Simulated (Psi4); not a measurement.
# [HO2]− (hydroperoxide(1-)): M06-L/def2-TZVPPD

What is the vertical ionisation energy of [HO2]− (hydroperoxide(1-)) at M06-L/def2-TZVPPD? 

The calculation is run with Psi4 1.11.

1 further run of the same task is left out (set aside as unsound or not needed).

## 1. The molecule

[HO2]−: 3 atoms, total charge -1, spin state singlet. As SMILES, `[O-]O`. The coordinates come from a PBE0-D4/def2-TZVPD relaxation.

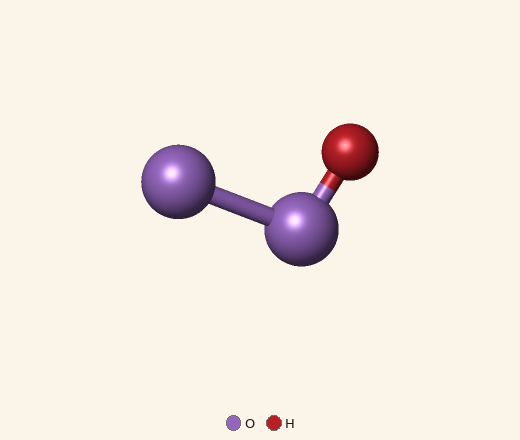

The structure, seen from a chosen angle (oxygen purple, hydrogen red).

## 2. Energy and forces at M06-L/def2-TZVPPD

job.json

```json
{
  "schema_name": "qcschema_input",
  "schema_version": 1,
  "molecule": {
    "schema_name": "qcschema_molecule",
    "schema_version": 2,
    "symbols": ["O", "O", "H"],
    "geometry": [-0.67606842, 1.93808422, -0.15274656, -0.45780505, -0.84259108, -0.341568, 1.13389237, -1.09551203, 0.49429566],
    "molecular_charge": -1,
    "molecular_multiplicity": 1,
    "fix_symmetry": "c1",
    "fix_com": true,
    "fix_orientation": true
  },
  "driver": "gradient",
  "model": {
    "method": "m06-l",
    "basis": "def2-TZVPPD"
  },
  "keywords": {
    "reference": "rks",
    "puream": true,
    "e_convergence": 1e-09,
    "d_convergence": 1e-08,
    "scf_type": "pk",
    "dft_radial_points": 99,
    "dft_spherical_points": 590,
    "scf_properties": ["MULLIKEN_CHARGES", "QUADRUPOLE", "MAYER_INDICES"]
  }
}
```

The run is started by

```
$ psi4 --qcschema job.json -n 1 --memory 2200MB
```

stdout:

```text
[...]
  Running in c1 symmetry.
[...]
  Nuclear repulsion =   29.527067201919131
[...]
  Multiplicity = 1
[...]
  Nalpha       = 9
  Nbeta        = 9
[...]
    Number of basis functions: 97
[...]
   @RKS iter   1:  -150.72077045378470   -3.59910e-01   7.91411e-03 DIIS/ADIIS
[...]
   @RKS iter  14:  -150.97317194031089   -6.82121e-13   2.40599e-09 DIIS
[...]
    Orbital Energies [Eh]
    ---------------------
    Doubly Occupied:
       1A    -18.736090     2A    -18.654553     3A     -0.748260
       4A     -0.494508     5A     -0.179116     6A     -0.089627
       7A     -0.052076     8A      0.081078     9A      0.107072
[...]
  @RKS Final Energy:  -150.97317194031089
   => Energetics <=
    Nuclear Repulsion Energy =             29.5270672019191309
    One-Electron Energy =                -272.0433613387514242
    Two-Electron Energy =                 109.1975638747520918
    DFT Exchange-Correlation Energy =     -17.6544416782306932
    Empirical Dispersion Energy =           0.0000000000000000
    VV10 Nonlocal Energy =                  0.0000000000000000
    Total Energy =                       -150.9731719403108912
[...]
 Multipole Moments:
 ------------------------------------------------------------------------------------
     Multipole            Electronic (a.u.)      Nuclear  (a.u.)        Total (a.u.)
 ------------------------------------------------------------------------------------
 L = 1.  Multiply by 2.5417464519 to convert [e a0] to [Debye]
 Dipole X            :          8.9834527           -7.9370954            1.0463573
 Dipole Y            :         -9.0417881            7.6684331           -1.3733550
 Dipole Z            :          3.8763269           -3.4602208            0.4161061
 Magnitude           :                                                    1.7759820
 L = 2.  Multiply by 1.3450342976 to convert [e a0^2] to [Debye ang]
 Quadrupole XX       :        -17.6460010            6.6189437          -11.0270573
 Quadrupole XY       :          8.9327550           -8.6384734            0.2942816
[...]
  Mulliken Charges: (a.u.)
   Center  Symbol    Alpha    Beta     Spin     Total
       1     O     4.40997  4.40997  0.00000 -0.81995
       2     O     4.19700  4.19700  0.00000 -0.39399
       3     H     0.39303  0.39303  0.00000  0.21394
   Total alpha =  9.00000, Total beta =  9.00000, Total charge = -1.00000
  Mayer Bond Indices:
[...]
  -Total Gradient:
     Atom            X                  Y                   Z
    ------   -----------------  -----------------  -----------------
       1        0.001191106619    -0.012788857687    -0.000766793855
       2       -0.001950003557     0.012596106198     0.000333641856
       3        0.000762526271     0.000197619502     0.000435659563
[...]
```

The result, in JSON:

```text
{
 "driver": "gradient",
 "model": {
  "method": "m06-l",
  "basis": "def2-TZVPPD"
 },
 "success": true,
 "return_result": [0.001191106619305618, -0.012788857686733046, -0.0007667938554096233, -0.0019500035570217955, 0.012596106197966805, 0.0003336418563016086, 0.0007625262713801262, 0.00019761950199605194, 0.000435659563324281],
 "properties": {
  "calcinfo_nbasis": 97,
  "calcinfo_nmo": 97,
  "calcinfo_nalpha": 9,
  "calcinfo_nbeta": 9,
  "calcinfo_natom": 3,
  "nuclear_repulsion_energy": 29.52706720191913,
  "return_energy": -150.9731719403109,
  "return_gradient": [0.001191106619305618, -0.012788857686733046, -0.0007667938554096233, -0.0019500035570217955, 0.012596106197966805, 0.0003336418563016086, 0.0007625262713801262, 0.00019761950199605194, 0.000435659563324281],
  "scf_one_electron_energy": -272.0433613387514,
  "scf_two_electron_energy": 109.19756387475209,
  "scf_xc_energy": -17.654441678230693,
  "scf_dipole_moment": [1.0463573125390546, -1.3733550157288423, 0.4161060859463537],
  "scf_total_energy": -150.9731719403109,
  "scf_total_gradient": [0.001191106619305618, -0.012788857686733046, -0.0007667938554096233, -0.0019500035570217955, 0.012596106197966805, 0.0003336418563016086, 0.0007625262713801262, 0.00019761950199605194, 0.000435659563324281],
  "scf_iterations": 14
 }
}
```

Wall time 54 s (1 thread of Intel Xeon at 2.50GHz (Skylake/Cascade Lake), shared host); peak memory 0.95 GiB.

## 3. Doublet neutral HO2: the energy at UM06-L/def2-TZVPPD

input.in

```
memory 2.2 GB

molecule {
  0 2
  O     -0.357760     1.025590    -0.080830
  O     -0.242260    -0.445880    -0.180750
  H      0.600030    -0.579720     0.261570
  units angstrom
  symmetry c1
}

set {
  basis                def2-TZVPPD
  reference            uks
  puream               true
  e_convergence        1e-09
  d_convergence        1e-08
  scf_type             pk
  dft_radial_points    99
  dft_spherical_points 590
  maxiter              100
}

e, wfn = energy("m06-l", return_wfn=True)
```

The run is started by

```
$ psi4 input.in input.out -n 1
```

input.out:

```text
[...]
  Running in c1 symmetry.
[...]
  Nuclear repulsion =   29.527067200135445
[...]
  Multiplicity = 2
[...]
  Nalpha       = 9
  Nbeta        = 8
[...]
    Number of basis functions: 97
[...]
   @UKS iter   1:  -150.88322787925969   -5.22367e-01   4.03801e-03 ADIIS/DIIS
[...]
   @UKS iter  13:  -150.93692234427783   -1.93268e-12   3.37414e-09 DIIS
[...]
   @S^2 Observed:                7.551541803E-01
[...]
    Orbital Energies [Eh]
    ---------------------
    Alpha Occupied:
       1A    -19.085765     2A    -19.073297     3A     -1.100895
       4A     -0.874907     5A     -0.508387     6A     -0.431207
       7A     -0.419027     8A     -0.290102     9A     -0.285456
    Alpha Virtual:
      10A     -0.065983    11A      0.003111    12A      0.054485
      13A      0.071064    14A      0.071746    15A      0.106744
      16A      0.111454    17A      0.114686    18A      0.169974
      19A      0.196649    20A      0.239638    21A      0.260737
      22A      0.277182    23A      0.397366    24A      0.411035
      25A      0.419827    26A      0.464363    27A      0.464889
[...]
  @UKS Final Energy:  -150.93692234427783
   => Energetics <=
    Nuclear Repulsion Energy =             29.5270672001354448
    One-Electron Energy =                -266.0590845391120638
    Two-Electron Energy =                 102.9494100084397132
    DFT Exchange-Correlation Energy =     -17.3543150137409299
    Empirical Dispersion Energy =           0.0000000000000000
    VV10 Nonlocal Energy =                  0.0000000000000000
    Total Energy =                       -150.9369223442778321
[...]
 Multipole Moments:
 ------------------------------------------------------------------------------------
     Multipole            Electronic (a.u.)      Nuclear  (a.u.)        Total (a.u.)
 ------------------------------------------------------------------------------------
 L = 1.  Multiply by 2.5417464519 to convert [e a0] to [Debye]
 Dipole X            :         -0.2445767            0.8887421            0.6441653
 Dipole Y            :          0.3712254           -0.7937641           -0.4225387
 Dipole Z            :         -0.0000000            0.0000000           -0.0000000
 Magnitude           :                                                    0.7703817
[...]
```

It took 62 s on 1 thread of Intel Xeon at 2.50GHz (Skylake/Cascade Lake), shared host; peak memory 0.96 GiB.

## 4. Outcome

At M06-L/def2-TZVPPD:

| quantity | value |
| --- | --- |
| singlet [HO2]−: total energy | -150.97317 Eh |
| singlet [HO2]−: HOMO energy | 2.91 eV |
| singlet [HO2]−: LUMO energy | 4.84 eV |
| singlet [HO2]−: HOMO–LUMO gap (to an unbound level, set by the basis) | 1.93 eV |
| singlet [HO2]−: largest force on an atom | 0.662 eV/Å |
| doublet neutral HO2: total energy | -150.93692 Eh |
| doublet neutral HO2: dipole moment | 1.96 D |
| doublet neutral HO2: HOMO energy (highest over α and β) | -6.94 eV |
| doublet neutral HO2: LUMO energy (lowest over α and β) | -5.00 eV |
| doublet neutral HO2: ⟨S²⟩ | 0.755 |
| vertical detachment energy (to the doublet neutral) | 0.986 eV |

In words: Removing an electron at fixed nuclei costs 0.99 eV (22.7 kcal/mol). The largest force (singlet [HO2]−) is 0.66 eV/Å: the shape isn't a stationary point for this species at this level. −ε(HOMO) before ionisation, -2.91 eV, is 3.90 eV below this ionisation energy. Mulliken charges (singlet [HO2]−) run from -0.82 on O1 to +0.21 on H3; in a basis this large or diffuse they mean little. The HOMO (singlet [HO2]−) lies at positive energy, 2.91 eV, as semi-local functionals often give for anions; only total energies tell whether the electron is bound.
